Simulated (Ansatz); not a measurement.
## Convergence study of zone-centre phonons against the mesh for ReTc (P-6m2, 2 atoms in the cell)

```
ReTc
1.0
    2.74105     0.00000     0.00000
   -1.37053     2.37382     0.00000
    0.00000     0.00000     4.42695
Tc Re
1 1
Cartesian
  1.37053   0.79127   0.00000
  0.00000   0.00000   2.21347
```

Level of theory: LDA (PW92), default PAW files made with PBE (plane waves; Ansatz, a program for electronic structure).

Base settings: basis.ecutwfc = 36.7 Ry; kpoints.mp_grid.grid = 14 14 8; hamiltonian.xc = lda; hamiltonian.pseudopotentials = {kind: paw} (the program's default PAW files); scf.occupations.method = fermi_dirac; scf.occupations.width = 0.0073 Ry.

In this ladder: phonons.method = dfpt.

Frequencies are those of the unrelaxed cell, without the LO-TO term of polar crystals.

Only quantities that move along the ladder and can be compared are tabulated.

Core times come from one kind of shared machine, to one figure; runs under 30 s give none.

The starting cell comes from a database of computed structures (which also holds hypothetical and non-ambient phases and stackings), without a prior relaxation at this level. Its lattice was rescaled by up to half a per cent. Spin polarisation is off. In the base run, with a pressure of about -8 GPa the cell is away from its equilibrium volume at this level. The cutoff lies below the one recommended for these files.

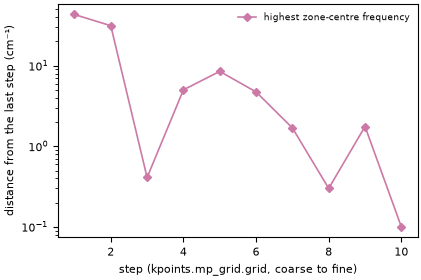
*Distance from the last step along the ladder; very small values are drawn at a floor.*

| kpoints.mp_grid.grid | highest zone-centre frequency (cm⁻¹) | core time / last (rough) |
|---|---|---|
| 4 4 2 | 170.2 | – |
| 5 5 3 | 158.3 | – |
| 6 6 3 | 126.5 | – |
| 7 7 4 | 132.0 | – |
| 9 9 5 | 135.4 | – |
| 11 11 6 | 131.7 | 0.04 |
| 13 13 7 | 128.6 | 0.05 |
| 16 16 9 | 126.6 | 0.10 |
| 20 20 11 | 128.7 | 0.2 |
| 25 25 14 | 127.0 | 0.6 |
| 31 31 17 | 126.9 | 1 |

Coarsest kpoints.mp_grid.grid that holds the highest zone-centre frequency within 2 cm⁻¹ of the last step, with all finer ones: 13 13 7, at about 0.05 of the last step's time; the step before is off by 4.7 cm⁻¹.

Keys are those of Ansatz 0.2.
